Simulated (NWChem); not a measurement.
**quartet CH4N at 6 levels**

We compute a comparison of 6 runs (UBLYP/def2-TZVP, UPBE/def2-TZVP, UPBE0/def2-TZVP, U-r2SCAN/def2-TZVP, U-revPBE/def2-TZVP, UTPSS/def2-TZVP) of quartet CH4N. 

The calculation is run with NWChem 7.3.0.

2 further runs of the same task are left out: 1 that didn't finish, 1 set aside as unsound or not needed.

### 1 The system as given

CH4N: 6 atoms, total charge 0, spin state quartet. As SMILES of the parent species, `[CH2]N`. Geometry: relaxed at PBE0-D4/def2-TZVP. This is one conformer, not always the lowest. That shape belongs to the parent species and isn't relaxed for this state.

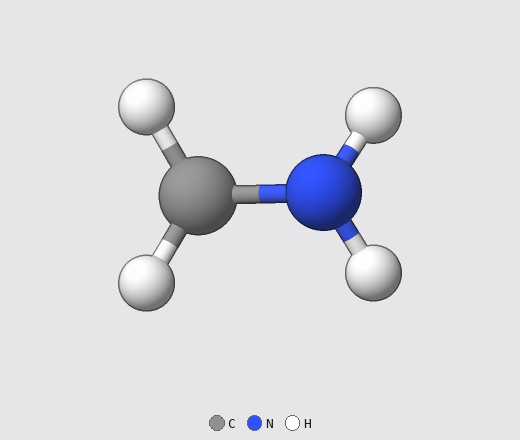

Viewed from a chosen angle; carbon grey, nitrogen blue, hydrogen white.

### 2 The energy at UBLYP/def2-TZVP (run 1)

test.nw reads:

```
start test
memory 2200 mb

geometry units angstroms noautosym nocenter noautoz
  C     -0.319900    -0.571400    -0.195400
  N      0.368400     0.544400     0.254100
  H     -1.285500    -0.763000     0.252600
  H      0.275200    -1.412900    -0.523600
  H      1.200400     0.778600    -0.264400
  H     -0.196500     1.360300     0.430400
end

basis spherical bse
  C library def2-TZVP
  N library def2-TZVP
  H library def2-TZVP
end

dft
  xc becke88 lyp
  mult 4
  grid xfine
  convergence energy 1e-08
  iterations 100
  mulliken
  print low
end

task dft energy
```

Run with:

```
$ nwchem test.nw > test.out
```

The log of the run:

```text
[...]
 d= 0,ls=0.0,diis     1    -94.8605891997 -1.32D+02  3.22D-02  1.93D-01     5.0
[...]
 d= 0,ls=0.0,diis    10    -94.9185949027 -1.76D-09  1.77D-06  5.00D-10    42.1
[...]
         Total DFT energy =      -94.918594902742
      One electron energy =     -199.650708821796
           Coulomb energy =       81.151116210416
    Exchange-Corr. energy =      -13.713122743828
 Nuclear repulsion energy =       37.294120452466
[...]
      Total Density - Mulliken Population Analysis
     ---------------------------------------------
    Atom       Charge   Shell Charges
 -----------   ------   -------------------------------------------------------
    1 C    6     6.27   0.86  1.11  0.54  0.63  0.14  1.32  1.09  0.53  0.02  0.03  0.01
    2 N    7     6.29   0.82  1.15  0.63  0.80 -0.44  1.54  1.40  0.34  0.01  0.03  0.00
    3 H    1     0.89   0.28  0.46  0.13  0.02
    4 H    1     0.89   0.28  0.46  0.13  0.02
    5 H    1     1.33   0.27  0.37  0.65  0.04
    6 H    1     1.33   0.27  0.37  0.65  0.04
[...]
      <S2> =      3.7542 (Exact =     3.7500)
[...]
```

Wall time 43 s (1 thread of Intel Xeon Platinum 8488C (Sapphire Rapids), shared host); peak memory 0.13 GiB.

### 3 A single-point energy at UPBE/def2-TZVP (run 2)

run.py reads:

```python
from ase import Atoms
from ase.calculators.nwchem import NWChem

mol = Atoms(['C', 'N', 'H', 'H', 'H', 'H'], positions=[
    [-0.319900, -0.571400, -0.195400],
    [0.368400, 0.544400, 0.254100],
    [-1.285500, -0.763000, 0.252600],
    [0.275200, -1.412900, -0.523600],
    [1.200400, 0.778600, -0.264400],
    [-0.196500, 1.360300, 0.430400],
])

calc = NWChem(
    label='ch4n',
    theory='dft',
    memory='2200 mb',
    basis='def2-TZVP',
    basispar='spherical bse',
    dft={'xc': 'xpbe96 cpbe96', 'mult': '4', 'grid': 'xfine', 'convergence': 'energy 1e-08', 'iterations': '100', 'mulliken': None, 'print': 'low'},
    task='energy',
)
mol.calc = calc

e = mol.get_potential_energy()
print(f"E = {e:.6f} eV")
```

Run with:

```
$ export ASE_NWCHEM_COMMAND="nwchem PREFIX.nwi > PREFIX.nwo"
$ python run.py
```

The log of the run:

```text
E = -2580.568866 eV
```

The calculator wrote ch4n.nwi:

```
title "ch4n"

permanent_dir ch4n

scratch_dir ch4n

start ch4n

geometry units angstrom nocenter noautosym noautoz
  C  -3.1990000000000002e-01 -5.7140000000000002e-01 -1.9539999999999999e-01
  N  3.6840000000000001e-01 5.4440000000000000e-01 2.5409999999999999e-01
  H  -1.2855000000000001e+00 -7.6300000000000001e-01 2.5259999999999999e-01
  H  2.7520000000000000e-01 -1.4129000000000000e+00 -5.2359999999999995e-01
  H  1.2003999999999999e+00 7.7859999999999996e-01 -2.6440000000000002e-01
  H  -1.9650000000000001e-01 1.3603000000000001e+00 4.3040000000000000e-01
end

memory 2200 mb

basis spherical bse noprint
   * library def2-TZVP
end

dft
  xc xpbe96 cpbe96
  mult 4
  grid xfine
  convergence energy 1e-08
  iterations 100
  mulliken
  print low
end

task dft energy
```

ch4n.nwo:

```text
Northwest Computational Chemistry Package (NWChem) 7.3.0
             --------------------------------------------------------

           Job information
           ---------------

    nwchem branch   = 7.3.0
    use scalapack   = T
    input           = ch4n.nwi
    prefix          = ch4n.
    data base       = ch4n/ch4n.db
    status          = startup
    nproc           =        1

           Memory information
           ------------------

[... 5 lines left out ...]
    hardfail = no
[... 39 lines left out ...]
            Nuclear Dipole moment (a.u.)
[... 100 lines left out ...]
         Total DFT energy =      -94.834157443624
[... 1 line left out ...]
           Coulomb energy =       81.103511279991
[... 1 line left out ...]
 Nuclear repulsion energy =       37.294120452466
[... 48 lines left out ...]
    Atom       Charge   Shell Charges
 -----------   ------   -------------------------------------------------------
    1 C    6     1.12   0.00  0.00  0.02  0.03  0.01  0.37  0.37  0.22  0.00  0.09  0.01
    2 N    7     1.11   0.01  0.00  0.07  0.06  0.01  0.40  0.36  0.15  0.00  0.06  0.00
    3 H    1     0.03  -0.01 -0.01  0.01  0.02
    4 H    1     0.03  -0.01 -0.01  0.01  0.02
    5 H    1     0.36  -0.00  0.01  0.29  0.06
    6 H    1     0.36  -0.00  0.01  0.29  0.06

     --------------------------
     Expectation value of S2:
     --------------------------
      <S2> =      3.7550 (Exact =     3.7500)

 Task  times  cpu:       42.2s     wall:       42.2s
 Total times  cpu:       42.2s     wall:       42.2s
```

Wall time 44 s (1 thread of Intel Xeon Platinum 8488C (Sapphire Rapids), shared host); peak memory 0.14 GiB.

Runs 3 to 4 aren't shown in full; the table further down has their settings and results.

### 4 A single-point energy at U-revPBE/def2-TZVP (run 5)

run.py reads:

```python
from ase import Atoms
from ase.calculators.nwchem import NWChem

molecule = Atoms('CNHHHH', positions=[
    [-0.319900, -0.571400, -0.195400],
    [0.368400, 0.544400, 0.254100],
    [-1.285500, -0.763000, 0.252600],
    [0.275200, -1.412900, -0.523600],
    [1.200400, 0.778600, -0.264400],
    [-0.196500, 1.360300, 0.430400],
])

calc = NWChem(
    label='job',
    theory='dft',
    memory='2200 mb',
    basis='def2-TZVP',
    basispar='spherical bse',
    dft={'xc': 'revpbe cpbe96', 'mult': '4', 'grid': 'xfine', 'convergence': 'energy 1e-08', 'iterations': '100', 'mulliken': None},
    task='energy',
)
molecule.calc = calc

print(f"energy = {molecule.get_potential_energy():.6f} eV")
```

Run with:

```
$ export ASE_NWCHEM_COMMAND="nwchem PREFIX.nwi > PREFIX.nwo"
$ python run.py
```

The log of the run:

```text
energy = -2583.288210 eV
```

The calculator wrote job.nwi:

```
title "job"

permanent_dir job

scratch_dir job

start job

geometry units angstrom nocenter noautosym noautoz
  C  -3.1990000000000002e-01 -5.7140000000000002e-01 -1.9539999999999999e-01
  N  3.6840000000000001e-01 5.4440000000000000e-01 2.5409999999999999e-01
  H  -1.2855000000000001e+00 -7.6300000000000001e-01 2.5259999999999999e-01
  H  2.7520000000000000e-01 -1.4129000000000000e+00 -5.2359999999999995e-01
  H  1.2003999999999999e+00 7.7859999999999996e-01 -2.6440000000000002e-01
  H  -1.9650000000000001e-01 1.3603000000000001e+00 4.3040000000000000e-01
end

memory 2200 mb

basis spherical bse noprint
   * library def2-TZVP
end

dft
  xc revpbe cpbe96
  mult 4
  grid xfine
  convergence energy 1e-08
  iterations 100
  mulliken
end

task dft energy
```

job.nwo:

```text
Northwest Computational Chemistry Package (NWChem) 7.3.0
             --------------------------------------------------------

           Job information
           ---------------

    nwchem branch   = 7.3.0
    use scalapack   = T
    input           = job.nwi
    prefix          = job.
    data base       = job/job.db
    status          = startup
    nproc           =        1

           Memory information
           ------------------

[... 5 lines left out ...]
    hardfail = no
[... 39 lines left out ...]
            Nuclear Dipole moment (a.u.)
[... 81 lines left out ...]
          Convergence on density requested:  1.00D-05
[... 24 lines left out ...]
          Convergence aids based upon iterative change in
[... 29 lines left out ...]
 2-e energy   =      66.943421
[... 56 lines left out ...]
           Coulomb energy =       81.100703196499
[... 615 lines left out ...]
                     DFT Final Beta Molecular Orbital Analysis
[... 713 lines left out ...]
     Multipole analysis of the density
     ---------------------------------

     L   x y z        total         alpha         beta         nuclear
     -   - - -        -----         -----         ----         -------
     0   0 0 0     -0.000000    -10.000000     -7.000000     17.000000

     1   1 0 0     -0.282692     -1.240889     -0.275794      1.233991
[... 8 lines of this table left out ...]
     2   0 0 2    -12.646268    -12.485312     -4.711098      4.550143

 Task  times  cpu:       43.6s     wall:       43.6s
 Total times  cpu:       43.6s     wall:       43.6s
```

It took 45 s on 1 thread of Intel Xeon Platinum 8488C (Sapphire Rapids), shared host; peak memory 0.14 GiB.

### 5 A single-point energy at UTPSS/def2-TZVP (run 6)

run.py reads:

```python
from ase import Atoms
from ase.calculators.nwchem import NWChem

system = Atoms(['C', 'N', 'H', 'H', 'H', 'H'], positions=[
    [-0.319900, -0.571400, -0.195400],
    [0.368400, 0.544400, 0.254100],
    [-1.285500, -0.763000, 0.252600],
    [0.275200, -1.412900, -0.523600],
    [1.200400, 0.778600, -0.264400],
    [-0.196500, 1.360300, 0.430400],
])

calc = NWChem(
    label='a',
    theory='dft',
    memory='2200 mb',
    basis='def2-TZVP',
    basispar='spherical bse',
    dft={'xc': 'xtpss03 ctpss03', 'mult': '4', 'grid': 'xfine', 'convergence': 'energy 1e-08', 'iterations': '100', 'mulliken': None},
    task='energy',
)
system.calc = calc

print("Total energy (eV):", round(system.get_potential_energy(), 6))
```

Run with:

```
$ export ASE_NWCHEM_COMMAND="nwchem PREFIX.nwi > PREFIX.nwo"
$ python run.py
```

The log of the run:

```text
Total energy (eV): -2584.466372
```

The calculator wrote a.nwi:

```
title "a"

permanent_dir a

scratch_dir a

start a

geometry units angstrom nocenter noautosym noautoz
  C  -3.1990000000000002e-01 -5.7140000000000002e-01 -1.9539999999999999e-01
  N  3.6840000000000001e-01 5.4440000000000000e-01 2.5409999999999999e-01
  H  -1.2855000000000001e+00 -7.6300000000000001e-01 2.5259999999999999e-01
  H  2.7520000000000000e-01 -1.4129000000000000e+00 -5.2359999999999995e-01
  H  1.2003999999999999e+00 7.7859999999999996e-01 -2.6440000000000002e-01
  H  -1.9650000000000001e-01 1.3603000000000001e+00 4.3040000000000000e-01
end

memory 2200 mb

basis spherical bse noprint
   * library def2-TZVP
end

dft
  xc xtpss03 ctpss03
  mult 4
  grid xfine
  convergence energy 1e-08
  iterations 100
  mulliken
end

task dft energy
```

a.nwo:

```text
Northwest Computational Chemistry Package (NWChem) 7.3.0
             --------------------------------------------------------

           Job information
           ---------------

    nwchem branch   = 7.3.0
    use scalapack   = T
    input           = a.nwi
    prefix          = a.
    data base       = a/a.db
    status          = startup
    nproc           =        1

           Memory information
           ------------------

[... 5 lines left out ...]
    hardfail = no
[... 39 lines left out ...]
            Nuclear Dipole moment (a.u.)
[... 79 lines left out ...]
          Convergence on density requested:  1.00D-05
[... 23 lines left out ...]
          Convergence aids based upon iterative change in
[... 29 lines left out ...]
 2-e energy   =      66.943421
[... 56 lines left out ...]
           Coulomb energy =       81.137710361857
[... 615 lines left out ...]
                     DFT Final Beta Molecular Orbital Analysis
[... 713 lines left out ...]
     Multipole analysis of the density
     ---------------------------------

     L   x y z        total         alpha         beta         nuclear
     -   - - -        -----         -----         ----         -------
     0   0 0 0     -0.000000    -10.000000     -7.000000     17.000000

     1   1 0 0     -0.296060     -1.251716     -0.278335      1.233991
[... 8 lines of this table left out ...]
     2   0 0 2    -12.598339    -12.441355     -4.707127      4.550143

 Task  times  cpu:       60.3s     wall:       60.3s
 Total times  cpu:       60.3s     wall:       60.3s
```

Run time: 62 s. Hardware: 1 thread of Intel Xeon Platinum 8488C (Sapphire Rapids), shared host; peak memory 0.13 GiB.

### 6 The series

```tsv
run	level	energy (Eh)	⟨S²⟩	wall time
1	UBLYP/def2-TZVP	-94.918595	3.754	43 s
2	UPBE/def2-TZVP	-94.834157	3.755	44 s
3	UPBE0/def2-TZVP	-94.847472	3.756	47 s
4	U-r2SCAN/def2-TZVP	-94.909694	3.760	54 s
5	U-revPBE/def2-TZVP	-94.934091	3.756	45 s
6	UTPSS/def2-TZVP	-94.977388	3.757	62 s
```

### 7 Outcome

```
                                 quantity         value
                      run 6: total energy  -94.97739 Eh
                     run 6: dipole moment        2.62 D
run 6: HOMO energy (highest over α and β)      -1.17 eV
                              run 6: ⟨S²⟩         3.757
```

In words: Over runs 4, 5, 6 the dipole moment (its size) runs from 2.52 D (U-revPBE/def2-TZVP) to 2.69 D (U-r2SCAN/def2-TZVP). Totals of different functionals can't be ranked against each other. All runs together took 4.9 min, the longest 62 s.
